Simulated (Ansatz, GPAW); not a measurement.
# How Zn3RhN (model structure) absorbs and reflects light, part 3 of 3

Aim: the dielectric function of Zn3RhN (model structure), and the optical constants that follow from it. The structure is a model built here, which may or may not match a known phase. It was built so: All Ir replaced by Rh and Mn replaced by Zn in the Pm-3m structure of Mn3IrN. The cell is first relaxed with Ansatz.

GPAW 26.7.0; DFT, PBE, plane-wave PAW (GPAW data sets), scalar-relativistic, RPA, optical limit.

So far. Step 3 (Ground state): There are states at the Fermi level within the smearing, so the occupations stay smeared and the carriers get a Drude term.

## (5) Dielectric function, RPA

Transitions between filled and empty bands, summed over the zone, give the optical response, so mesh, band count and broadening shape it.

The induced potential is part of this response.

This step: DFT, PBE, plane-wave PAW (GPAW data sets), scalar-relativistic, RPA, optical limit (GPAW 26.7.0).

Contents of df.py:

```python
from gpaw.response.df import DielectricFunction

df = DielectricFunction('full.gpw', frequencies={'type': 'nonlinear', 'domega0': 0.03, 'omega2': 8},
                        ecut=80,
                        eta=0.15,
                        nbands=52,
                        rate=0.1,
                        txt='df.txt')
for direction in ['x']:
    df.get_dielectric_function(xc='RPA', direction=direction, filename=f'df_{direction}.csv')
```

On the command line:

```sh
$ OMP_NUM_THREADS=1 python df.py
```

The program printed:

```text
Using integrator: PointIntegrator
NonLinearFrequencyDescriptor(from 0.000 to 70.925 eV, 507 points)
Nonperiodic BCs:  [False False False]
Using integrator: PointIntegrator
NonLinearFrequencyDescriptor(from 0.000 to 70.925 eV, 507 points)
Nonperiodic BCs:  [False False False]
Using integrator: PointIntegrator

Calculating chi0 body with:
    Ground state adapter containing:
    Number of spins: 1
    Number of kpoints: 512
    Number of irreducible kpoints: 35
    Number of completely occupied states: 25
    Number of partially occupied states: 30

    Linear response parametrization:
    q_c: [0.0, 0.0, 0.0]
    Number of frequency points: 507
    Planewave cutoff: 80.0
    Number of bands: 52
    Number of planewaves: 93
    Broadening (eta): 0.15

Integrating chi0 body.

Symmetries of q_c:
    Direct symmetries (Uq -> q): 48
    Indirect symmetries (TUq -> q): 0
In total 48 allowed symmetries.

35 groups of equivalent kpoints. 93.1640625% reduction.

Integral kind: spectral function

Calculating chi0 optical extensions with:
    Ground state adapter containing:
    Number of spins: 1
    Number of kpoints: 512
    Number of irreducible kpoints: 35
    Number of completely occupied states: 25
    Number of partially occupied states: 30

    Linear response parametrization:
    Number of frequency points: 507
    Planewave cutoff: 80.0
    Number of bands: 52
    Number of planewaves: 93
    Broadening (eta): 0.15
Integrating chi0 head and wings.

Symmetries of q_c:
    Direct symmetries (Uq -> q): 48
    Indirect symmetries (TUq -> q): 0
In total 48 allowed symmetries.

35 groups of equivalent kpoints. 93.1640625% reduction.

Integral kind: spectral function wings

Calculating drude chi0 with:
    Number of frequency points:507
    Plasma frequency decay rate: 0.1 eV

    Ground state adapter containing:
    Number of spins: 1
    Number of kpoints: 512
    Number of irreducible kpoints: 35
    Number of completely occupied states: 25
    Number of partially occupied states: 30

Symmetries of q_c:
    Direct symmetries (Uq -> q): 48
    Indirect symmetries (TUq -> q): 0
In total 48 allowed symmetries.

35 groups of equivalent kpoints. 93.1640625% reduction.

Integral kind: intraband
Plasma frequency:
[[3.57+0.j 0.  -0.j 0.  +0.j]
 [0.  -0.j 3.57+0.j 0.  +0.j]
 [0.  +0.j 0.  +0.j 3.57+0.j]]
```

Elapsed: 11 s, on 1 thread of Arm Neoverse V2, shared host; peak memory 0.49 GiB.

Some rows of df_x.csv (energy; Re and Im without local fields; Re and Im with them):

```text
0.000000, 1538.149943, 0.000000, 1524.554820, 0.000000
0.460735, -39.514571, 75.889344, -41.083552, 73.538980
0.943989, 2.133463, 55.845195, 3.277112, 52.052372
1.451455, -11.956508, 27.388235, -10.749458, 26.923481
1.984998, -8.132771, 17.359899, -7.730928, 18.069589
2.546682, -6.769697, 13.519253, -6.974133, 13.758063
3.138794, -3.185695, 6.773325, -3.339342, 6.703289
3.763875, -0.438313, 6.087977, -0.461680, 5.836119
4.424758, 1.162729, 7.622856, 1.231176, 7.473022
5.124608, -1.096074, 7.640852, -1.252893, 7.320256
5.866977, -2.537952, 5.413854, -2.391893, 5.333827
6.655862, -0.354074, 3.764238, -0.389280, 3.579123
7.495775, -1.119369, 4.974756, -0.796191, 4.874820
8.391833, -1.364422, 4.053859, -1.239787, 4.044249
9.349861, -1.518587, 2.582638, -1.494342, 2.581414
10.376517, -1.019612, 2.387644, -1.009159, 2.362920
11.479449, -0.841809, 1.499704, -0.834727, 1.487486
12.667487, -0.421005, 1.597611, -0.390998, 1.502074
13.950874, -0.322600, 1.435113, -0.270613, 1.395216
```

Sum at mesh points, not converged in k. Table of Im ε, E ∥ x by photon energy; read off at these points:

```
photon energy (eV)  Im ε, E ∥ x
                 1         51.2
                 2         17.8
                 3         7.44
                 4         6.13
                 5         7.90
                 6         4.82
                 7         4.82
                 8         3.89
                 9         2.90
                10         2.12
                11         1.63
                12         1.22
                13         1.27
                14         1.42
```

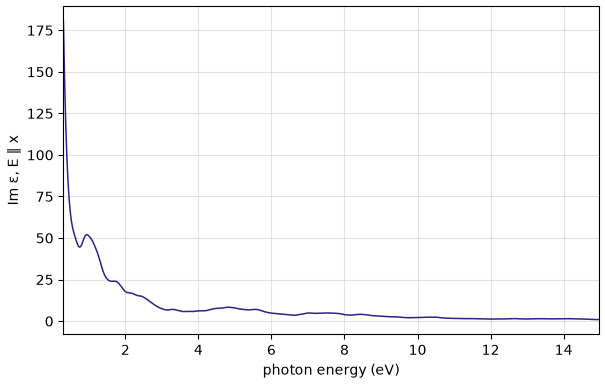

Im ε, E ∥ x against photon energy.

Values under 1 per cm are given as 1; sum at mesh points, not converged in k. Absorption coefficient, E ∥ x against photon energy:

```csv
photon energy (eV),"absorption coefficient, E ∥ x (1/cm)"
1.01,5.2e5
1.99,7.4e5
3.02,7.9e5
3.98,6.8e5
4.98,1.1e6
6.02,1.2e6
6.99,1.1e6
8.03,1.4e6
9.02,1.5e6
10.03,1.3e6
11.03,1.4e6
12.02,1.2e6
13.00,1.2e6
14.04,1.3e6
```

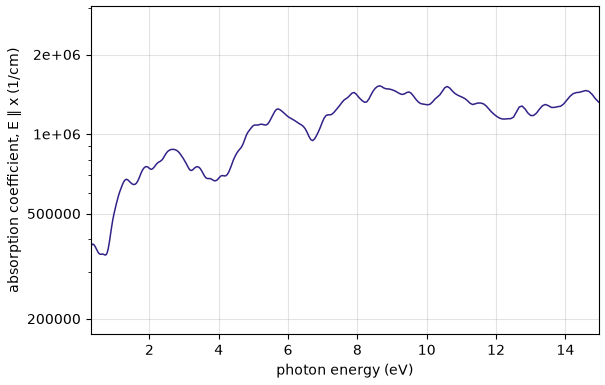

Absorption coefficient, E ∥ x, plotted against photon energy.

Sum at mesh points, not converged in k. The Im ε, E ∥ x by photon energy; read off at these points:

| photon energy (eV) | without local fields | with local fields |
| --- | --- | --- |
| 1 | 54.5 | 51.2 |
| 2 | 17.2 | 17.8 |
| 3 | 7.49 | 7.44 |
| 4 | 6.41 | 6.13 |
| 5 | 8.05 | 7.90 |
| 6 | 4.87 | 4.82 |
| 7 | 5.07 | 4.82 |
| 8 | 3.81 | 3.89 |
| 9 | 2.90 | 2.90 |
| 10 | 2.15 | 2.12 |
| 11 | 1.67 | 1.63 |
| 12 | 1.28 | 1.22 |
| 13 | 1.37 | 1.27 |
| 14 | 1.45 | 1.42 |

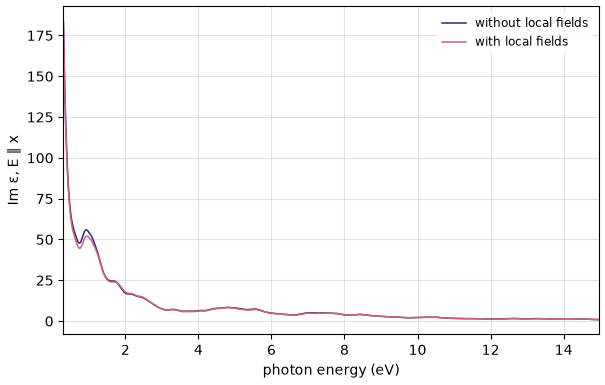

Im ε, E ∥ x, plotted against photon energy.

Sum at mesh points, not converged in k. Loss function −Im 1/ε at q → 0, E ∥ x against energy loss; read off at these points:

```csv
energy loss (eV),"loss function −Im 1/ε at q → 0, E ∥ x"
1.0,0.0195
2.0,0.0478
3.0,0.0936
4.0,0.162
5.0,0.124
6.0,0.175
6.7,0.270
7.0,0.207
8.0,0.216
9.0,0.250
10.0,0.395
11.0,0.420
12.0,0.690
12.2,0.725
13.0,0.747
14.0,0.677
```

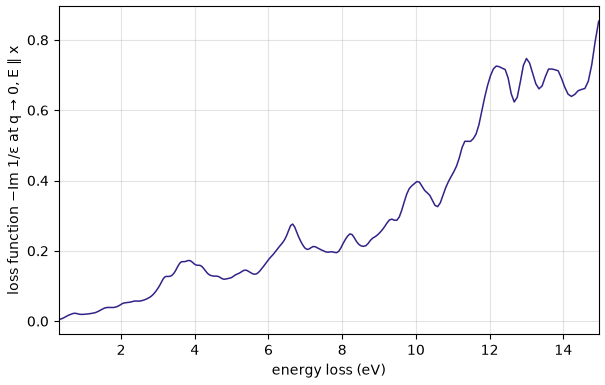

Loss function −Im 1/ε at q → 0, E ∥ x, plotted against energy loss.

The reflectivity at normal incidence, E ∥ x has structure finer than the step of the table below, so its rows give means over 1 eV, whole bins alone (the curve runs from 0.305 to 15.0 eV). Peaks (eV: height): 5.8: 45.3, 8.7: 42.4, 10.7: 41.0, 14.8: 33.9.

Sum at mesh points, not converged in k. Reflectivity at normal incidence, E ∥ x against photon energy; means over each step:

| photon energy (eV) | reflectivity at normal incidence, E ∥ x (%) |
| --- | --- |
| 1 | 68.2 |
| 2 | 60.9 |
| 3 | 53.5 |
| 4 | 34.3 |
| 5 | 39.4 |
| 6 | 41.5 |
| 7 | 31.4 |
| 8 | 37.4 |
| 9 | 41.2 |
| 10 | 35.5 |
| 11 | 38.0 |
| 12 | 29.4 |
| 13 | 24.2 |
| 14 | 25.3 |

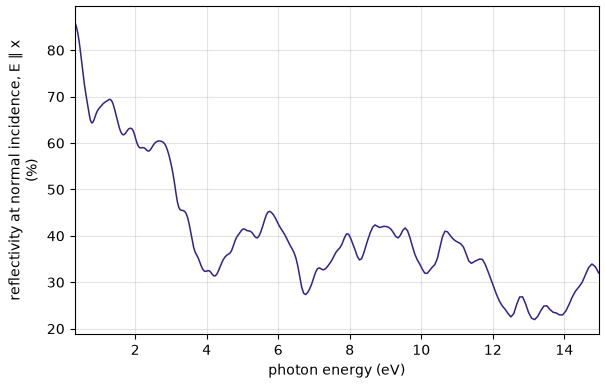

Reflectivity at normal incidence, E ∥ x against photon energy.

At chosen wavelengths:

```
wavelength (nm)     n      k  R (%)     1/α
           1550  5.12  4.476   64.4   28 nm
           1064  4.32  5.211   68.8   16 nm
            633  2.48  3.774   62.4   13 nm
            405  1.40  2.495   53.2   13 nm
            365  1.54  2.183   45.1   13 nm
            248  1.86  2.123   41.4  9.3 nm
            193  1.19  1.649   36.7  9.3 nm
```

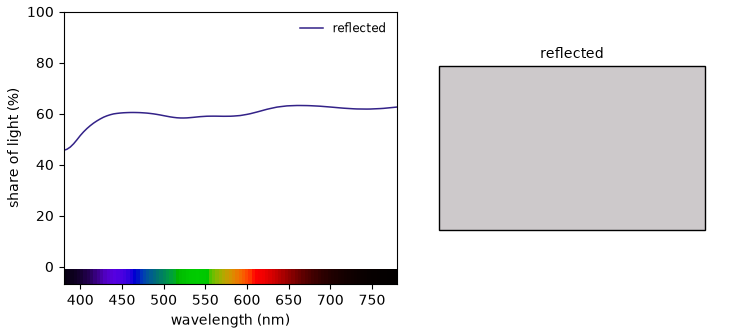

Light reflected across the visible range, with the colour that it makes of daylight (sRGB).

In reflection the computed colour is light grey: x = 0.315, y = 0.327, luminous reflectivity 59 %.

## (6) Outcome

**Reading.** At this level (PBE, RPA) Zn3RhN is a metal. The mesh is too coarse to trust the carriers' weight, the reflectivity or the colour to better than tens of per cent. The cell grew by 39.2 % in volume. In reflection the computed colour is light grey: x = 0.315, y = 0.327, luminous reflectivity 59 %. The carriers' damping of 0.1 eV is typed, not computed; it shapes the response at the lowest energies. The cell grew by 39 % in the relaxation, which can come from the guessed start or, where layers or molecules are weakly bound, from the missing dispersion term; a larger cell lowers ε. In this version of GPAW the matrix elements of the optical limit are incomplete, which can lower ε − 1 by up to a tenth where first-row anions or d states rule, and shift it by more in d metals. GPAW's carrier term has the form −ωp²/(ω + i·rate)², which damps like twice the rate and fails at low energy, so the curves leave the lowest energies out. The sum runs over mesh points 0.19 Å⁻¹ apart with no interpolation, so peaks are partly noise of the mesh, and the Drude plasma energy, a sum over the Fermi surface, isn't converged.

[Machine, clock and banner lines and Python warnings are left out of the logs.]

[Logs are printed without paths, hosts, clocks, repeated set-up lines and the standing remarks that a program may print on its own settings, such as how far it seeks lower states.]

[Hosts, paths, dates, database ids (printed as entryN), source tags and the programs' standing remarks are cut or masked in the printed files.]
